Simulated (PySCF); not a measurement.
# C2H10ClFSi3: what the fields show

The calculation's input:

```
{"job": {"kind": "uv", "xc": "wB97X-D", "basis": "def2-SVPD", "nstates": 8, "ntriplets": 3}, "charge": 0, "multiplicity": 1}
C     -2.265187    -0.046863     1.180692
C     -1.697996    -0.052981    -0.226181
F     -1.140161     1.206228    -0.483449
Si    -0.301028    -1.347879    -0.519402
Si     1.557765    -0.539116     0.625142
Si     2.417089     1.572851     0.112023
Cl     3.034144    -1.950576     0.348187
H     -1.472024     0.103809     1.910041
H     -2.749782    -0.999175     1.376298
H     -2.997291     0.750702     1.298967
H     -2.510442    -0.150036    -0.953091
H     -0.901579    -2.635787    -0.133666
H     -0.118331    -1.416724    -1.976449
H      1.294538    -0.651141     2.075954
H      1.512033     2.301032    -0.772475
H      3.723940     1.491639    -0.548225
H      2.607314     2.376047     1.325186
```

Run with:

```sh
OMP_NUM_THREADS=1 python probes_run.py task.json out
```

Geometry: GFN2-xTB.

Theory: wB97X-D/def2-SVPD, SCF density, gas phase in PySCF 2.14.0.

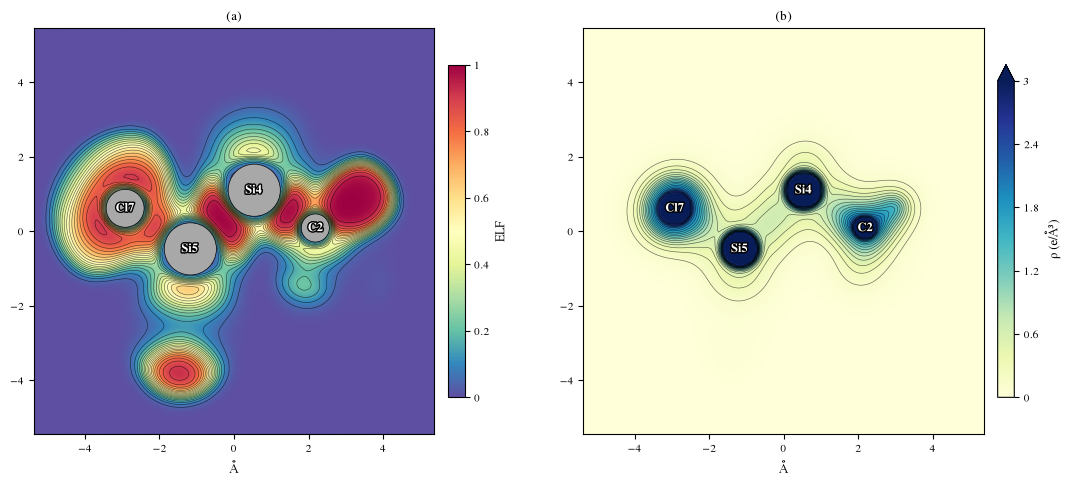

Figure 1. (a) ELF; (b) electron density on the plane of atoms Si4, Si5 and Cl7. Grey discs cover the atomic cores in the ELF map.

> Read the bonding off the picture.

- Atoms in the plane: C, Si and Cl.
- C–Si (1.93 Å): ρ at the midpoint is about 0.93 e/Å³; the ELF peaks at about 1 between the atoms (a shared electron pair).
- Si–Cl (2.06 Å): ρ is about 0.85 e/Å³ halfway; the ELF peaks at about 0.90 between the atoms; a polar covalent bond.
- Si–Si (2.33 Å): the density is about 0.67 e/Å³ at the midpoint; the ELF peaks at about 1 between the atoms, as expected for a shared electron pair.
- The ELF also peaks beside Cl7, away from the bonds: lone-pair regions.

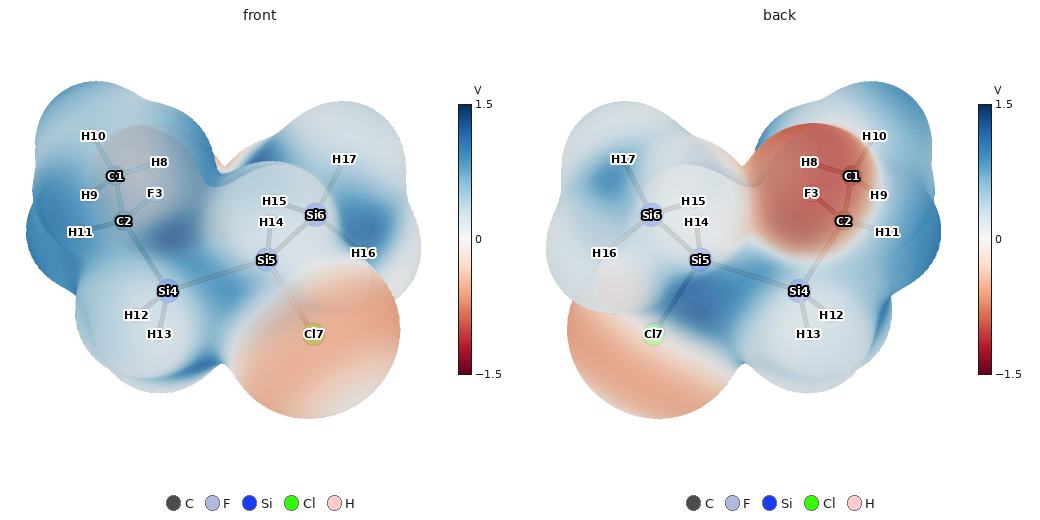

Figure 2. The electrostatic potential painted on the density surface at 0.002 e/bohr³, seen from the front and from behind; the colour scale runs from red (negative) to blue (positive).

> Which sites attract a positive test charge, and which a negative one?

A positive charge is drawn to the negative regions and a negative charge to the positive ones. The most negative region (about −1.0 V, or −23 kcal/mol for a unit charge) lies over F3, the most positive (about +1.3 V, or +30 kcal/mol for a unit charge) over Si5 and Si6.

> How polar is the molecule by this calculation?

Its dipole moment is 2.04 D.
